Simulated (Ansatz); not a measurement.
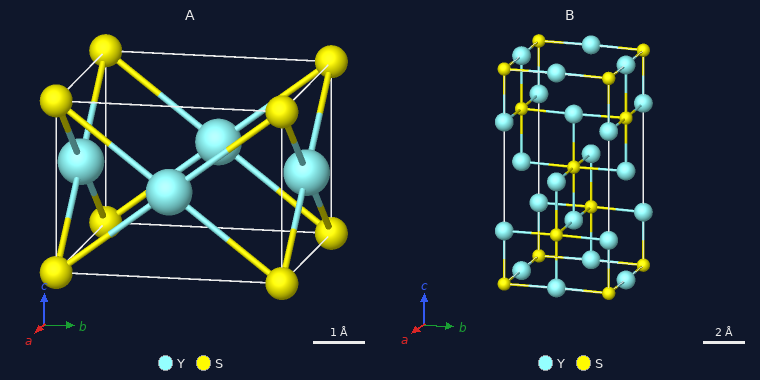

Two structures of Y₂S, each relaxed to rest (conventional cells in solid outline, small ones repeated, not to one scale). Method: Ansatz 0.2.0, DFT PBE, scalar-relativistic, plane waves, PAW, without spin polarisation.

**What structure does each panel show?**

A: 3 atoms a cell on a primitive tetragonal lattice, P4/mmm. B: 12 atoms a cell on a body-centred tetragonal lattice, I4_1/amd.

**Which of the two does the method prefer?**

B is lower, by 389 meV/atom at this level of theory (energies at zero smearing). Volumes: A 24.6, B 26.7 Å³/atom.

One or both may be structure types tried for this composition rather than known phases.
